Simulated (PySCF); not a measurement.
**Geometry relaxation of C4H11In (part 2 of 2)**

The same run, continued: C4H11In; PBE0-D3(BJ)/def2-SVP geometry optimisation, gas phase (PySCF 2.14.0). It belongs to a series of runs on one base structure; here: one ligand: Et to H.

Geometry of the input (Å):
```
In -0.3646  -0.8556  0.0002
C  1.8218  -0.8480  -0.0262
C  2.3419  -1.1292  1.3423
H  2.2660  0.1580  -0.3755
H  2.1890  -1.5999  -0.7656
H  3.4832  -1.1023  1.3442
H  2.0998  -0.3747  2.0869
H  2.1196  -2.0835  1.7090
C  -1.5926  1.1793  0.0465
C  -2.3056  1.3936  -1.3096
H  -0.8833  1.9468  0.2061
H  -2.2931  1.1683  0.8278
H  -2.9317  2.3758  -1.3500
H  -1.6309  1.4494  -2.1417
H  -3.0217  0.5665  -1.5455
H  -1.3322  -2.2785  0.0173
```

## Trajectory as extended XYZ, continued
```
16
Properties=species:S:1:pos:R:3:forces:R:3 step=11 energy=-9492.22717
In   -0.2117   -0.5169   -0.1301   -0.1414   0.0783   0.0809
C     1.9294   -0.5377    0.2917    0.1017  -0.1013  -0.1721
C     2.3392   -1.4178    1.4668   -0.0476  -0.0110   0.0640
H     2.3186    0.4866    0.3990   -0.0583   0.0367   0.0404
H     2.3794   -0.9267   -0.6413    0.0036   0.0081   0.0222
H     3.4333   -1.5487    1.5261    0.0183   0.0086  -0.0008
H     2.0220   -0.9869    2.4311   -0.0194  -0.0287  -0.0124
H     1.8979   -2.4276    1.4051    0.0314   0.0392  -0.0008
C    -1.3616    1.3254   -0.4333    0.1589  -0.1150   0.0411
C    -2.6112    1.2332   -1.2954   -0.0162  -0.0437  -0.0330
H    -0.6526    2.0770   -0.8192   -0.0618   0.0449   0.0262
H    -1.6190    1.6418    0.5950    0.0182   0.0709  -0.0516
H    -3.1319    2.2032   -1.3766   -0.0020   0.0164   0.0107
H    -2.3856    0.9089   -2.3249   -0.0022   0.0049   0.0220
H    -3.3382    0.5132   -0.8873    0.0029  -0.0169  -0.0106
H    -1.0424   -2.0610   -0.1403    0.0140   0.0085  -0.0262
16
Properties=species:S:1:pos:R:3:forces:R:3 step=12 energy=-9492.24270
In   -0.1789   -0.4565   -0.1403    0.0313   0.0696   0.0187
C     1.9311   -0.4393    0.4235    0.0262  -0.1456  -0.0116
C     2.3027   -1.5079    1.4494   -0.0470   0.0548  -0.0247
H     2.2161    0.5689    0.7632   -0.0120   0.0107   0.0191
H     2.4866   -0.6046   -0.5183   -0.0227   0.0075   0.0070
H     3.3947   -1.6059    1.5741    0.0156   0.0079   0.0250
H     1.8853   -1.2809    2.4442    0.0065  -0.0035  -0.0037
H     1.9170   -2.5015    1.1678    0.0474  -0.0048  -0.0118
C    -1.2723    1.3706   -0.6122   -0.0172   0.0072   0.0236
C    -2.6539    1.1690   -1.2197   -0.0124   0.0087  -0.0200
H    -0.6314    1.9900   -1.2627    0.0053  -0.0207  -0.0098
H    -1.3345    1.9245    0.3422   -0.0218   0.0165  -0.0208
H    -3.1646    2.1262   -1.4259    0.0018   0.0020   0.0095
H    -2.6093    0.6205   -2.1747    0.0011   0.0069   0.0029
H    -3.3144    0.5884   -0.5559    0.0007  -0.0013   0.0007
H    -1.0085   -1.9955   -0.1885   -0.0030  -0.0162  -0.0040
16
Properties=species:S:1:pos:R:3:forces:R:3 step=13 energy=-9492.24590
In   -0.1754   -0.4381   -0.1341    0.0540   0.0237  -0.0107
C     1.9292   -0.4292    0.4539   -0.0158  -0.0761   0.0524
C     2.3047   -1.5286    1.4443   -0.0033   0.0474  -0.0346
H     2.1846    0.5697    0.8436    0.0135  -0.0063  -0.0038
H     2.5031   -0.5415   -0.4837   -0.0187   0.0036  -0.0090
H     3.3965   -1.6036    1.5894    0.0000   0.0100   0.0235
H     1.8613   -1.3534    2.4379   -0.0029   0.0013   0.0012
H     1.9538   -2.5198    1.1151    0.0279  -0.0163  -0.0191
C    -1.2617    1.3806   -0.6500   -0.0498   0.0353   0.0135
C    -2.6629    1.1610   -1.2060   -0.0076   0.0148  -0.0067
H    -0.6397    1.9634   -1.3506    0.0232  -0.0351  -0.0175
H    -1.2924    1.9868    0.2729   -0.0166   0.0018   0.0054
H    -3.1734    2.1120   -1.4402    0.0028  -0.0072   0.0078
H    -2.6495    0.5688   -2.1351   -0.0003   0.0032  -0.0066
H    -3.3065    0.6157   -0.4971    0.0018   0.0044  -0.0013
H    -1.0061   -1.9776   -0.1940   -0.0080  -0.0046   0.0053
16
Properties=species:S:1:pos:R:3:forces:R:3 step=14 energy=-9492.24941
In   -0.1691   -0.4225   -0.1318    0.0174  -0.0202  -0.0205
C     1.9143   -0.4042    0.5259   -0.0361   0.0060   0.0428
C     2.3102   -1.5601    1.4369    0.0432   0.0134  -0.0033
H     2.1117    0.5688    1.0058    0.0286  -0.0044  -0.0172
H     2.5200   -0.4092   -0.3977   -0.0066   0.0007  -0.0157
H     3.3989   -1.5901    1.6204   -0.0117   0.0105   0.0144
H     1.8247   -1.4892    2.4234   -0.0203  -0.0095  -0.0013
H     2.0295   -2.5383    1.0153    0.0047  -0.0134  -0.0145
C    -1.2387    1.3798   -0.7420   -0.0373   0.0353   0.0253
C    -2.6817    1.1598   -1.1782    0.0076   0.0086  -0.0038
H    -0.6499    1.8618   -1.5414    0.0196  -0.0308  -0.0190
H    -1.1854    2.0806    0.1097   -0.0041  -0.0072   0.0108
H    -3.1764    2.1030   -1.4702   -0.0016  -0.0068   0.0035
H    -2.7524    0.4797   -2.0420    0.0011  -0.0025  -0.0094
H    -3.2907    0.7113   -0.3769   -0.0010   0.0056   0.0005
H    -0.9994   -1.9652   -0.1908   -0.0035   0.0147   0.0073
16
Properties=species:S:1:pos:R:3:forces:R:3 step=15 energy=-9492.25072
In   -0.1745   -0.4234   -0.1247    0.0144  -0.0197  -0.0170
C     1.8995   -0.3928    0.5641   -0.0450   0.0420   0.0333
C     2.3184   -1.5721    1.4318    0.0490  -0.0128   0.0113
H     2.0601    0.5637    1.0892    0.0284   0.0024  -0.0155
H     2.5189   -0.3355   -0.3485   -0.0030  -0.0051  -0.0157
H     3.4009   -1.5622    1.6514   -0.0120   0.0114   0.0048
H     1.7999   -1.5707    2.4040   -0.0237  -0.0165  -0.0070
H     2.0985   -2.5408    0.9553   -0.0055  -0.0044  -0.0090
C    -1.2260    1.3732   -0.7881   -0.0264   0.0038   0.0084
C    -2.6871    1.1637   -1.1656    0.0105   0.0075  -0.0011
H    -0.6523    1.7849   -1.6367    0.0101  -0.0100  -0.0061
H    -1.1279    2.1234    0.0156    0.0096  -0.0083   0.0112
H    -3.1696    2.1012   -1.4935   -0.0035  -0.0014  -0.0036
H    -2.8009    0.4389   -1.9874    0.0006  -0.0025  -0.0031
H    -3.2800    0.7762   -0.3216   -0.0002   0.0023   0.0003
H    -1.0124   -1.9618   -0.1788   -0.0033   0.0113   0.0087
16
Properties=species:S:1:pos:R:3:forces:R:3 step=16 energy=-9492.25198
In   -0.1912   -0.4434   -0.1110   -0.0110  -0.0074  -0.0082
C     1.8468   -0.3567    0.6692   -0.0070   0.0643  -0.0214
C     2.3345   -1.5879    1.4185    0.0246  -0.0306   0.0234
H     1.9111    0.5459    1.3007    0.0116   0.0023   0.0062
H     2.4911   -0.1417   -0.2024   -0.0014  -0.0158  -0.0013
H     3.3946   -1.5006    1.7162   -0.0062   0.0071  -0.0026
H     1.7604   -1.7597    2.3432   -0.0173  -0.0147  -0.0122
H     2.2460   -2.5059    0.8153   -0.0043   0.0073   0.0011
C    -1.1849    1.3239   -0.9306    0.0214  -0.0339  -0.0015
C    -2.6901    1.1924   -1.1236    0.0057   0.0003  -0.0011
H    -0.6812    1.5270   -1.8929   -0.0094   0.0171   0.0037
H    -0.9357    2.1824   -0.2841    0.0020  -0.0129   0.0048
H    -3.1354    2.1063   -1.5545   -0.0034   0.0010  -0.0070
H    -2.9474    0.3593   -1.7972    0.0017   0.0007   0.0023
H    -3.2135    1.0007   -0.1732   -0.0049   0.0055   0.0047
H    -1.0394   -1.9760   -0.1272   -0.0021   0.0094   0.0089
16
Properties=species:S:1:pos:R:3:forces:R:3 step=17 energy=-9492.25265
In   -0.1927   -0.4445   -0.1084    0.0013  -0.0013  -0.0035
C     1.8487   -0.3574    0.6636   -0.0035   0.0413  -0.0024
C     2.3340   -1.5876    1.4177   -0.0001  -0.0214   0.0092
H     1.9169    0.5476    1.2916    0.0087  -0.0020   0.0003
H     2.4927   -0.1496   -0.2097   -0.0027  -0.0085  -0.0043
H     3.3907   -1.4970    1.7252   -0.0014   0.0048   0.0013
H     1.7501   -1.7636    2.3356   -0.0061  -0.0086  -0.0076
H     2.2534   -2.5047    0.8121    0.0006   0.0055   0.0002
C    -1.1850    1.3253   -0.9207   -0.0021  -0.0311  -0.0182
C    -2.6883    1.1917   -1.1277    0.0034   0.0025   0.0034
H    -0.6752    1.5373   -1.8779   -0.0030   0.0221   0.0073
H    -0.9439    2.1792   -0.2654    0.0077  -0.0060   0.0061
H    -3.1325    2.1073   -1.5559    0.0003   0.0020  -0.0071
H    -2.9374    0.3631   -1.8099   -0.0004  -0.0009   0.0053
H    -3.2201    0.9922   -0.1833    0.0000   0.0016   0.0005
H    -1.0458   -1.9732   -0.1205   -0.0027   0.0000   0.0096
16
Properties=species:S:1:pos:R:3:forces:R:3 step=18 energy=-9492.25349
In   -0.1943   -0.4486   -0.1047   -0.0031   0.0024   0.0069
C     1.8489   -0.3561    0.6606    0.0141  -0.0085   0.0085
C     2.3320   -1.5881    1.4159   -0.0328   0.0019  -0.0178
H     1.9210    0.5501    1.2865   -0.0003  -0.0045  -0.0025
H     2.4927   -0.1543   -0.2143   -0.0028   0.0026   0.0002
H     3.3816   -1.4898    1.7436    0.0044  -0.0019   0.0075
H     1.7301   -1.7801    2.3189    0.0085   0.0043   0.0027
H     2.2699   -2.4996    0.7998    0.0098   0.0017  -0.0009
C    -1.1834    1.3216   -0.9154   -0.0089  -0.0094  -0.0310
C    -2.6857    1.1949   -1.1328   -0.0022   0.0029   0.0053
H    -0.6682    1.5417   -1.8677    0.0033   0.0182   0.0064
H    -0.9439    2.1695   -0.2519    0.0050   0.0035   0.0069
H    -3.1232    2.1133   -1.5625    0.0046  -0.0021  -0.0023
H    -2.9334    0.3691   -1.8189   -0.0026  -0.0035   0.0046
H    -3.2251    0.9958   -0.1926    0.0029  -0.0010  -0.0016
H    -1.0535   -1.9732   -0.0980    0.0002  -0.0066   0.0072
16
Properties=species:S:1:pos:R:3:forces:R:3 step=19 energy=-9492.25377
In   -0.1941   -0.4471   -0.1031   -0.0027   0.0033   0.0026
C     1.8511   -0.3569    0.6577    0.0086  -0.0182   0.0075
C     2.3297   -1.5900    1.4141   -0.0210   0.0066  -0.0168
H     1.9265    0.5498    1.2823   -0.0014  -0.0027  -0.0010
H     2.4948   -0.1593   -0.2180   -0.0021   0.0055   0.0007
H     3.3767   -1.4910    1.7503    0.0030  -0.0034   0.0055
H     1.7215   -1.7855    2.3121    0.0068   0.0049   0.0046
H     2.2742   -2.4997    0.7950    0.0066  -0.0002  -0.0008
C    -1.1838    1.3240   -0.9109   -0.0043  -0.0004  -0.0243
C    -2.6847    1.1949   -1.1360   -0.0010   0.0013   0.0037
H    -0.6644    1.5546   -1.8584    0.0033   0.0092   0.0039
H    -0.9498    2.1676   -0.2397    0.0009   0.0023   0.0073
H    -3.1220    2.1142   -1.5639    0.0022  -0.0016  -0.0013
H    -2.9278    0.3714   -1.8264   -0.0017  -0.0030   0.0024
H    -3.2278    0.9904   -0.1991    0.0018   0.0001  -0.0007
H    -1.0546   -1.9712   -0.0896    0.0009  -0.0038   0.0066
16
Properties=species:S:1:pos:R:3:forces:R:3 step=20 energy=-9492.25408
In   -0.1938   -0.4437   -0.1010   -0.0012   0.0014  -0.0017
C     1.8516   -0.3570    0.6603    0.0008  -0.0128  -0.0012
C     2.3276   -1.5944    1.4107   -0.0002   0.0053  -0.0050
H     1.9269    0.5465    1.2895   -0.0025  -0.0017   0.0018
H     2.4960   -0.1552   -0.2139    0.0003   0.0051   0.0018
H     3.3713   -1.4946    1.7573    0.0002  -0.0019  -0.0003
H     1.7133   -1.7994    2.3022    0.0014   0.0023   0.0022
H     2.2819   -2.4991    0.7835   -0.0005  -0.0016   0.0003
C    -1.1831    1.3262   -0.9132    0.0062   0.0086  -0.0075
C    -2.6838    1.1962   -1.1379   -0.0002  -0.0033   0.0001
H    -0.6626    1.5606   -1.8591    0.0007  -0.0010   0.0003
H    -0.9500    2.1688   -0.2399   -0.0037  -0.0009   0.0045
H    -3.1211    2.1142   -1.5685   -0.0003  -0.0003  -0.0006
H    -2.9272    0.3704   -1.8254   -0.0004  -0.0011  -0.0002
H    -3.2262    0.9941   -0.2001    0.0001   0.0020   0.0004
H    -1.0550   -1.9676   -0.0782   -0.0007  -0.0002   0.0052
```

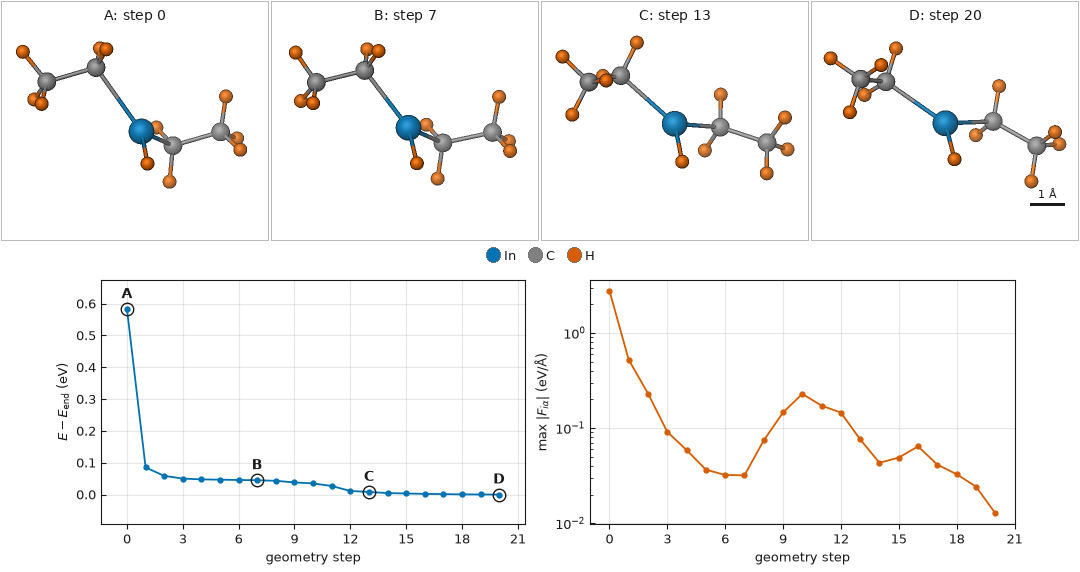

Fig. 1: Frames of the relaxation (ball-and-stick view, seen at a tilt) above the curves, on which the letters mark them (steps are counted from 0).

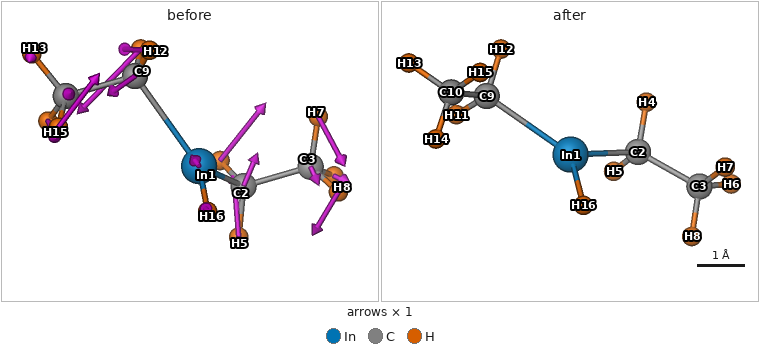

Fig. 2: Before (left) and after (right) the relaxation, at one scale (ball-and-stick view, seen at a tilt). The pink arrows give the displacements, at true length. The energy falls by 0.583 eV in 20 geometry steps. Largest force component: 2.8 eV/Å at the start, 0.013 eV/Å at the end. The largest move after the best rigid fit is that of H11, 2.04 Å. By element the largest moves are H 2.04 Å, C 0.98 Å, In 0.46 Å. Among the contacts that change: In1–C9 2.377 → 2.184 Å, C10–H13 1.166 → 1.104 Å, C3–H8 1.046 → 1.102 Å, C2–H4 1.154 → 1.104 Å. Among the angles that change: In1–C2–H4 113.1° → 107.2°, In1–C9–C10 109.9° → 115.6°, C2–In1–H16 124.4° → 119.4°. (Atoms are counted from 1 in the order of the input.)
